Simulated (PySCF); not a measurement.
Molecule (SMILES): O=BF.
Geometry (B3LYP-D3(BJ)/def2-TZVP, fixed):
```
B
O 1 1.2071
F 1 1.2860 2 180.00
```

Basis-set convergence of the mean static polarisability at HF with PySCF. All functions are spherical. Density fitting with generated auxiliary sets. No added dispersion term, no relativity. Reference: the value in d-aug-cc-pVTZ, 14.96 bohr³, itself unsure by roughly 0.2 % (its mean distance from aug-pcseg-3, aug-cc-pVQZ, aug-pcseg-2). Deviations are taken from unrounded values. Cost is core time over that of 6-311++G(3df,3pd), rough, on shared machines of one kind; a dash marks a row that isn't timed (too short, read off another run, short of memory, by another algorithm or on other hardware).

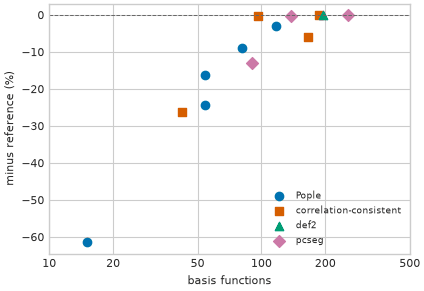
*Deviation from the reference against the number of basis functions, by family of sets.*

| basis | functions | mean static polarisability (bohr³) | minus reference (%) | cost |
|---|---|---|---|---|
| STO-3G | 15 | 5.77 | -61.5 | - |
| cc-pVDZ | 42 | 11.04 | -26.2 | - |
| 6-31+G* | 54 | 12.51 | -16.4 | - |
| 6-311G** | 54 | 11.31 | -24.4 | - |
| 6-311++G(2d,2p) | 81 | 13.60 | -9.1 | - |
| pcseg-2 | 90 | 13.02 | -13.0 | 0.5× |
| d-aug-cc-pVDZ | 96 | 14.93 | -0.2 | 0.5× |
| 6-311++G(3df,3pd) | 117 | 14.52 | -2.9 | 1× |
| aug-pcseg-2 | 138 | 14.91 | -0.4 | 1× |
| cc-pVQZ | 165 | 14.05 | -6.1 | 3× |
| d-aug-cc-pVTZ | 186 | 14.96 | 0.0 | 3× |
| def2-QZVPPD | 195 | 14.94 | -0.1 | 6× |
| aug-pcseg-3 | 255 | 14.94 | -0.1 | 10× |
